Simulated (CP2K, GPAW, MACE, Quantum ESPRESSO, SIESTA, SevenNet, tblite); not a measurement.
## SIESTA on random packing of Al77Si23 (at. %) (94 atoms): settings against a plane-wave reference

How do the settings of SIESTA change the result for random packing of Al77Si23 (at. %) (94 atoms)? A plane-wave run serves as the yardstick.

Calculated with SIESTA 5.4.2; the method is named at each step.

## 1. The starting structure

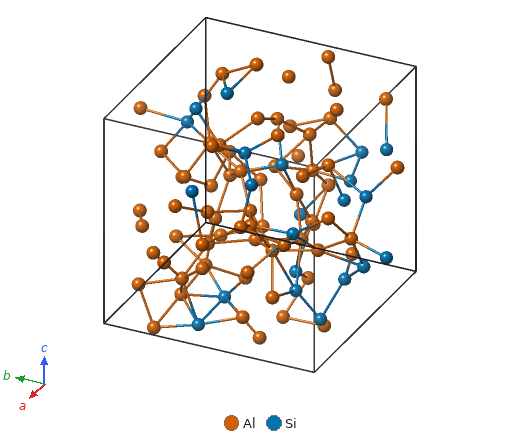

Start, viewed from a free direction; aluminium orange, silicon blue. Bonds to atoms that aren't drawn are left out. Some periodic images of atoms are drawn too.

The cell holds 94 atoms: 72 Al and 22 Si. Cell: a = 11.959 Å, b = 11.959 Å, c = 11.959 Å, α = 90.0°, β = 90.0°, γ = 90.0°. 94 atoms (72 Al, 22 Si) packed at random in a cube at 2.49 g/cm³ and pushed apart as soft spheres; a start for melting by ab initio MD, not an equilibrated structure. Then every atom was moved at random, 0.02 Å r.m.s. a Cartesian component.

The yardstick, on the same geometry:

| Property | Result |
| --- | --- |
| method | Kohn-Sham DFT, PBE, SSSP efficiency 1.3.0 pseudopotentials, plane waves (Quantum ESPRESSO 7.5); sssp-pbe-1.3.0-efficiency, cutoffs 45/360 Ry, Γ point |
| r.m.s. force component | 1.473 eV/Å |
| longest force | 5.173 eV/Å |
| pressure | 14.6 GPa |
| time | 5.5 min on 4 MPI ranks of Arm Neoverse V1, shared host |
| CPU time | 22 min |

## 2. PBE, DZP, shift 0.01 Ry, mesh 300 Ry

Method: Kohn-Sham DFT, PBE, PseudoDojo 0.4.1 norm-conserving pseudopotentials (converted to PSML), numerical atomic orbitals (DZP), diagonalisation.

The .psml files are PseudoDojo norm-conserving potentials that we converted to this format, checked against plane waves on the same files for H, C, O, Si, Ge and Ca alone.

File input.fdf:

```
SystemLabel cell
NumberOfAtoms 94
NumberOfSpecies 2
%block ChemicalSpeciesLabel
  1 13 Al
  2 14 Si
%endblock ChemicalSpeciesLabel
LatticeConstant 1.0 Ang
%block LatticeVectors
  11.95900 0.00000 0.00000
  0.00000 11.95900 0.00000
  0.00000 0.00000 11.95900
%endblock LatticeVectors
PAO.BasisSize DZP
PAO.EnergyShift 0.01 Ry
XC.Functional GGA
XC.Authors PBE
MeshCutoff 300 Ry
%block kgrid_Monkhorst_Pack
  1 0 0 0.0
  0 1 0 0.0
  0 0 1 0.0
%endblock kgrid_Monkhorst_Pack
SolutionMethod diagon
OccupationFunction FD
ElectronicTemperature 580 K
SCF.Mixer.Method Pulay
SCF.Mixer.Weight 0.05
SCF.Mixer.History 8
SCF.Mix Hamiltonian
MaxSCFIterations 300
SCF.DM.Tolerance 1e-04
SCF.H.Tolerance 1.0e-3 eV
WriteForces T
Write.HirshfeldPop T
Write.VoronoiPop T
Write.DM F
Write.H F
XML.Write F
AtomicCoordinatesFormat Fractional
%block AtomicCoordinatesAndAtomicSpecies
  0.81803 0.04063 0.12923 1
  0.24860 0.89564 0.03918 1
  0.41807 0.30317 0.80223 1
  0.89395 0.12785 0.97408 1
  0.66479 0.56233 0.66367 1
  0.61225 0.19871 0.50013 1
  0.69803 0.65175 0.32454 1
  0.70331 0.87169 0.72481 1
  0.85481 0.09923 0.36590 1
  0.36670 0.62356 0.02687 1
  0.67289 0.92342 0.20253 1
  0.49008 0.75477 0.35143 1
  0.42874 0.93769 0.30655 1
  0.13673 0.56039 0.06230 1
  0.56362 0.74314 0.11569 1
  0.81247 0.34639 0.76585 1
  0.54863 0.71457 0.72604 1
  0.93726 0.52085 0.75615 1
  0.09973 0.49038 0.39744 1
  0.59414 0.01586 0.37414 1
  0.59498 0.20384 0.73807 1
  0.46931 0.45603 0.22401 1
  0.72191 0.47460 0.01927 1
  0.46426 0.56437 0.39067 1
  0.88812 0.31399 0.03933 1
  0.93543 0.35791 0.34471 1
  0.99842 0.65789 0.50655 1
  0.47715 0.17663 0.94062 1
  0.16116 0.06459 0.90523 1
  0.20912 0.73201 0.14405 1
  0.07364 0.38157 0.99184 1
  0.76506 0.58423 0.49634 1
  0.59159 0.81481 0.55949 1
  0.91537 0.55833 0.34944 1
  0.09511 0.55911 0.86323 1
  0.98117 0.45369 0.55161 1
  0.00736 0.75482 0.83266 1
  0.48059 0.60112 0.58200 1
  0.83436 0.32593 0.55379 1
  0.76414 0.11644 0.57979 1
  0.75658 0.74709 0.15996 1
  0.75405 0.52185 0.83160 1
  0.98551 0.76951 0.02822 1
  0.91158 0.87812 0.17725 1
  0.18770 0.83006 0.85932 1
  0.62157 0.46295 0.35201 1
  0.34131 0.49430 0.79484 1
  0.51089 0.43533 0.02030 1
  0.15828 0.23149 0.18242 1
  0.22616 0.64319 0.70427 1
  0.93367 0.66495 0.19014 1
  0.48648 0.96250 0.05341 1
  0.01171 0.08260 0.49285 1
  0.63886 0.28997 0.95417 1
  0.80904 0.91837 0.97689 1
  0.52578 0.28972 0.34622 1
[... 34 atom lines left out ...]
  0.50742 0.01182 0.82886 2
  0.18551 0.04998 0.67390 2
  0.09557 0.73625 0.29316 2
  0.95962 0.08521 0.73032 2
%endblock AtomicCoordinatesAndAtomicSpecies
```

Started as:

```sh
$ OMP_NUM_THREADS=1 mpirun -np 2 siesta < input.fdf > output.txt
```

What it wrote:

```text
Version         : 5.4.2
reinit: System Name:
reinit: System Label: cell
initatom: Reading input for the pseudopotentials and atomic orbitals ----------
Species number:   1 Atomic number:   13 Label: Al
Species number:   2 Atomic number:   14 Label: Si
Ground state valence configuration (from tables):   3s02  3p01  3d00  4f00
Ground state valence configuration (from tables):   3s02  3p02  3d00  4f00
---- Processing specs for species: Al
GGA--PBE XC_GGA_X_PBE--XC_GGA_C_PBE pb
---- Processing specs for species: Si
GGA--PBE XC_GGA_X_PBE--XC_GGA_C_PBE pb
Al pseudopotential only contains V_ls up to l=2 -- lmxkb reset.
Si pseudopotential only contains V_ls up to l=2 -- lmxkb reset.
Using PAO.SplitTailNorm
%block ChemicalSpeciesLabel
    1   13 Al                      # Species index, atomic number, species label
    2   14 Si                      # Species index, atomic number, species label
%endblock ChemicalSpeciesLabel
%block PAO.Basis                 # Define Basis set
Al                    2                    # Species label, number of l-shells
 n=3   0   2                         # n, l, Nzeta
   6.130      4.449
   1.000      1.000
 n=3   1   2 P   1                   # n, l, Nzeta, Polarization, NzetaPol
   7.969      5.883
   1.000      1.000
Si                    2                    # Species label, number of l-shells
 n=3   0   2                         # n, l, Nzeta
   5.392      3.847
   1.000      1.000
 n=3   1   2 P   1                   # n, l, Nzeta, Polarization, NzetaPol
   6.844      4.952
   1.000      1.000
%endblock PAO.Basis
coor:   Atomic-coordinates input format  =     Fractional
siesta: System type = bulk
initatomlists: Number of atoms, orbitals, and projectors:     94  1222  1692
siesta: ******************** Simulation parameters ****************************
Total number of electrons:   304.000000
Total ionic charge:   304.000000
 Kpoints in:            1 . Kpoints trimmed:            1
siesta: k-grid: Number of k-points = 1
siesta: k-points from Monkhorst-Pack grid
siesta: k-cutoff (effective) =     5.979 Ang
siesta: k-point supercell and displacements
siesta: k-grid:     1     0     0      0.000
siesta: k-grid:     0     1     0      0.000
siesta: k-grid:     0     0     1      0.000
                     ====================================
                        Single-point calculation
                     ====================================
outcell: Unit cell vectors (Ang):
       11.959000    0.000000    0.000000
        0.000000   11.959000    0.000000
        0.000000    0.000000   11.959000
outcell: Cell vector modules (Ang)   :   11.959000   11.959000   11.959000
outcell: Cell angles (23,13,12) (deg):     90.0000     90.0000     90.0000
outcell: Cell volume (Ang**3)        :   1710.3484
Gamma-point calculation with multiply-connected orbital pairs
Gamma-point calculation with multiply-connected orbital pairs
Folding of H and S implicitly performed
Folding of H and S implicitly performed
new_DM -- step:     1
Initializing Density Matrix...
Attempting to read DM from file... Failed...
DM filled with atomic data:
InitMesh: MESH = 128 x 128 x 128 = 2097152
InitMesh: Mesh cutoff (required, used) =   300.000   316.616 Ry
stepf: Fermi-Dirac step function
        iscf     Eharris(eV)        E_KS(eV)     FreeEng(eV)     dDmax    Ef(eV) dHmax(eV)
   scf:    1    -6689.791330    -6974.430327    -6974.788770  1.870816 -4.796804  7.769140
   scf:    2    -6992.747098    -6987.136916    -6987.481710  0.044934 -4.793922  2.562372
   scf:    3    -6991.774973    -6989.715682    -6990.067528  0.016243 -4.791677  1.519284
   scf:    4    -6993.378903    -6991.966568    -6992.339124  0.020542 -4.787888  0.665987
   scf:    5    -6992.991824    -6992.535706    -6992.917225  0.008842 -4.785935  0.371084
   scf:    6    -6993.076007    -6992.862578    -6993.251698  0.010951 -4.784256  0.168478
[...]
scf:   17    -6992.993637    -6992.993602    -6993.386381  0.000340 -4.799164  0.001492
   scf:   18    -6992.993634    -6992.993618    -6993.386386  0.000129 -4.799300  0.000957
   scf:   19    -6992.993663    -6992.993641    -6993.386389  0.000075 -4.799376  0.000824
SCF Convergence by DM+H criterion
max |DM_out - DM_in|         :     0.0000752220
max |H_out - H_in|      (eV) :     0.0008240529
SCF cycle converged after 19 iterations
Using DM_out to compute the final energy and forces
siesta: E_KS(eV) =            -6992.9936
siesta: E_KS - E_eggbox =     -6992.9936
siesta: Atomic forces (eV/Ang):
     1   -0.444141    1.363282    2.577568
     2    1.076999    2.410829    1.089460
     3   -1.612519    0.020229   -0.416111
     4   -0.665705   -0.561072   -4.317880
     5    1.055366    0.552106   -0.985989
     6   -0.587413   -0.477234    0.186138
[...]
92   -0.534891   -0.864791    0.267811
    93   -0.562360    0.680741    2.319401
    94    0.272783    0.054107   -0.298976
----------------------------------------
   Tot   -0.001108   -0.000409    0.002245
----------------------------------------
   Max    4.641827
   Res    1.556766    sqrt( Sum f_i^2 / 3N )
----------------------------------------
   Max    4.641827    constrained
Stress tensor Voigt[x,y,z,yz,xz,xy] (kbar):     -137.49     -164.03     -170.13        4.93      -10.25        1.98
(Free)E + p*V (eV/cell)    -6825.5521
Target enthalpy (eV/cell)    -6993.3864
siesta: Program's energy decomposition (eV):
siesta: Ebs     =     -2832.188353
siesta: Eions   =     14651.039487
siesta: Ena     =      6642.844838
siesta: Ekin    =      2637.487906
siesta: Enl     =      1204.459083
siesta: DEna    =       223.077923
siesta: DUscf   =         9.271489
siesta: Ex      =     -2640.690776
siesta: Ec      =      -418.404618
siesta: Exc     =     -3059.095394
siesta: Eharris =     -6992.993663
siesta: Etot    =     -6992.993641
siesta: FreeEng =     -6993.386389
siesta: Final energy (eV):
siesta:  Band Struct. =   -2832.188353
siesta:       Kinetic =    2637.487906
siesta:       Hartree =     634.475306
siesta:         Exch. =   -2640.690776
siesta:         Corr. =    -418.404618
siesta:   Exch.-corr. =   -3059.095394
siesta:  Ion-electron =   -3637.130538
siesta:       Ion-ion =   -3568.730921
siesta:         Total =   -6992.993641
siesta:         Fermi =      -4.799376
siesta: Stress tensor (static) (eV/Ang**3):
siesta:    -0.085817    0.001235   -0.006396
siesta:     0.001235   -0.102381    0.003080
siesta:    -0.006396    0.003080   -0.106189
siesta: Cell volume =       1710.348447 Ang**3
siesta: Pressure (static):
siesta:                Solid            Molecule  Units
siesta:           0.00106876          0.00122824  Ry/Bohr**3
siesta:           0.09812873          0.11277180  eV/Ang**3
siesta:         157.21955642        180.68035011  kBar
    Orbital volume contribution        =         102.234692 eV
    (Free)E + p_basis*V_orbitals       =       -6891.151697 eV
    (Free)Eharris+ p_basis*V_orbitals  =       -6891.151720 eV
Hirshfeld Atomic Populations:
Atom #   charge [q] valence [e]  Species
     1    -0.072340    3.072340  Al
     2    -0.002468    3.002468  Al
     3     0.004130    2.995870  Al
     4     0.007140    2.992860  Al
     5    -0.047713    3.047713  Al
     6    -0.025343    3.025343  Al
[...]
73    -0.035030    4.035030  Si
    74    -0.018148    4.018148  Si
    75    -0.015720    4.015720  Si
    76     0.019572    3.980428  Si
    77    -0.056340    4.056340  Si
    78     0.031683    3.968317  Si
[...]
--------------------
 Total    -0.000005
Voronoi Atomic Populations:
Atom #   charge [q] valence [e]  Species
[...]
70     0.060250    2.939750  Al
    71     0.032920    2.967080  Al
    72     0.005198    2.994802  Al
[...]
92     0.014181    3.985819  Si
    93    -0.009530    4.009530  Si
    94    -0.045310    4.045310  Si
--------------------
 Total    -0.000005
```

Wall time 8.3 min (2 MPI ranks of Arm Neoverse V1, shared host); peak memory 2.5 GiB.

Banners, paths, timers and routine set-up lines are dropped from the logs unmarked, and long logs keep their key lines alone; longer cuts are marked.

Numbers from this run, and their distance from the reference:

| Quantity | Value |
| --- | --- |
| r.m.s. force component | 1.557 eV/Å |
| r.m.s. difference of force components | 89.8 meV/Å |
| longest difference of force vectors | 324.7 meV/Å |
| force difference over r.m.s. force | 6.097 % |
| slope of forces against the reference's | 1.057 |
| correlation of force components | 0.9998 |
| pressure | 15.72 GPa |
| pressure difference | 1.118 GPa |

Length of the force difference by element (eV/Å):

```csv
element,atoms,mean,most
Al,72,0.14,0.32
Si,22,0.17,0.32
```

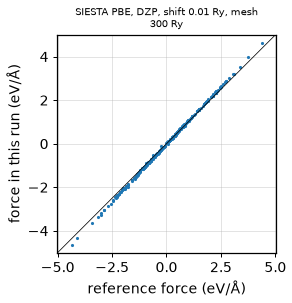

Force components against those of the reference; the line marks equality.

Local excerpt of 10 atoms (numbers count through the whole input) about Al54, which bears the longest force; x, y, z are measured from there.

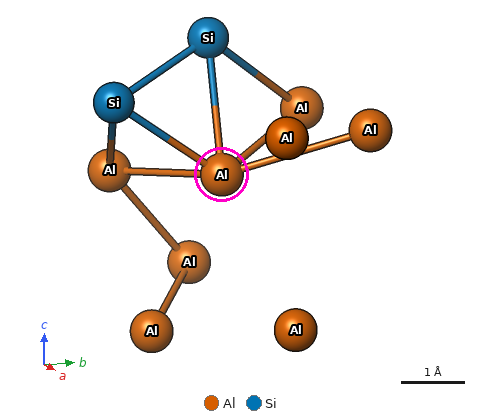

The atoms of the table, within 3.2 Å (arrows a, b, c point along x, y, z); some may hide others; the central atom is ringed.

```csv
atom,x,y,z,distance (Å),Hirshfeld charge (e),Fx,Fy,Fz (eV/Å)
Al54,0.00,0.00,0.00,0.00,-0.01,2.75,1.03,-4.64
Si87,-0.47,-0.10,2.16,2.22,-0.01,-1.43,2.43,4.63
Si75,0.30,-1.88,1.29,2.30,-0.02,0.14,-3.64,-1.38
Al28,-1.93,-1.36,-0.16,2.37,0.03,-1.59,-1.69,2.21
Al48,-1.53,1.74,0.79,2.45,0.02,-1.44,0.93,-0.66
Al23,0.99,2.21,0.78,2.54,0.01,-0.34,-0.45,2.42
Al21,-0.52,-1.03,-2.58,2.83,-0.03,1.28,1.49,0.71
Al16,2.08,0.67,-2.25,3.14,0.05,-0.21,-2.87,0.26
Al25,2.98,0.29,1.02,3.16,0.01,-1.92,1.83,0.60
Al3,-2.64,0.16,-1.82,3.21,0.00,-1.61,0.02,-0.42
```

Forces lie 6.1 % from the reference's, at 0.75 times its CPU time (on 2 against 4 cores).

## 3. VdW-DF, PBE potentials, DZP, shift 0.01 Ry, mesh 300 Ry

Method: Kohn-Sham DFT, vdW-DF, PseudoDojo 0.4.1 norm-conserving pseudopotentials (converted to PSML), numerical atomic orbitals (DZP), diagonalisation.

input.fdf: that of step 2 with these lines changed.

```diff
@@ -15,4 +15,4 @@
 PAO.EnergyShift 0.01 Ry
-XC.Functional GGA
-XC.Authors PBE
+XC.Functional VDW
+XC.Authors DRSLL
 MeshCutoff 300 Ry
```

Started as:

```sh
$ OMP_NUM_THREADS=1 mpirun -np 4 siesta < input.fdf > output.txt
```

What it wrote:

```text
Version         : 5.4.2
reinit: System Name:
reinit: System Label: cell
initatom: Reading input for the pseudopotentials and atomic orbitals ----------
Species number:   1 Atomic number:   13 Label: Al
Species number:   2 Atomic number:   14 Label: Si
Ground state valence configuration (from tables):   3s02  3p01  3d00  4f00
[... lines left out ...]
        iscf     Eharris(eV)        E_KS(eV)     FreeEng(eV)     dDmax    Ef(eV) dHmax(eV)
[... lines left out ...]
SCF Convergence by DM+H criterion
[... lines left out ...]
SCF cycle converged after 19 iterations
[... lines left out ...]
   Max    4.542105
[... lines left out ...]
   Max    4.542105    constrained
Stress tensor Voigt[x,y,z,yz,xz,xy] (kbar):     -169.00     -194.85     -199.63        5.15       -9.69        2.19
[... lines left out ...]
siesta: FreeEng =     -7030.331162
[... lines left out ...]
siesta:         Fermi =      -4.765457
[... lines left out ...]
siesta:           0.11723186          0.13273426  eV/Ang**3
siesta:         187.82615265        212.66372287  kBar
    Orbital volume contribution        =         107.587188 eV
    (Free)E + p_basis*V_orbitals       =       -6922.743974 eV
    (Free)Eharris+ p_basis*V_orbitals  =       -6922.744026 eV
Hirshfeld Atomic Populations:
Atom #   charge [q] valence [e]  Species
     1    -0.072861    3.072861  Al
     2    -0.001892    3.001892  Al
     3     0.004490    2.995510  Al
[...]
73    -0.045811    4.045811  Si
    74    -0.024015    4.024015  Si
    75    -0.021596    4.021596  Si
[...]
--------------------
 Total    -0.000004
Voronoi Atomic Populations:
Atom #   charge [q] valence [e]  Species
[...]
71     0.040294    2.959706  Al
    72     0.008395    2.991605  Al
[...]
93    -0.018835    4.018835  Si
    94    -0.055869    4.055869  Si
--------------------
 Total    -0.000004
```

The job ended after 7.5 min (4 MPI ranks; peak memory 3.8 GiB; 30 min of CPU time).

Against the reference:

```
r.m.s. force component                  : 1.532 eV/Å
r.m.s. difference of force components   : 89.26 meV/Å
longest difference of force vectors     : 337.5 meV/Å
force difference over r.m.s. force      : 6.061 %
slope of forces against the reference's : 1.039
correlation of force components         : 0.999
pressure                                : 18.78 GPa
pressure difference                     : 4.178 GPa
```

Against the first run (6.1 %), the force difference from the reference is 6.1 %, at 1.8 times the CPU time (on 4 against 2 cores); the model has changed, so this is no error of the program alone.

The run ends at a pressure of 18.78 GPa, with forces up to 5.4 eV/Å.

(Continued in part 2 of 2.)

[Also dropped from logs without a mark: logging warnings of Python, and SIESTA's first energy breakdown and zero terms.]

[Logs are printed without paths, hosts, clocks, repeated set-up lines and the standing remarks that a program may print on its own settings, such as how far it seeks lower states.]

[Hosts, paths, dates, database ids (printed as entryN), source tags and the programs' standing remarks are cut or masked in the printed files.]
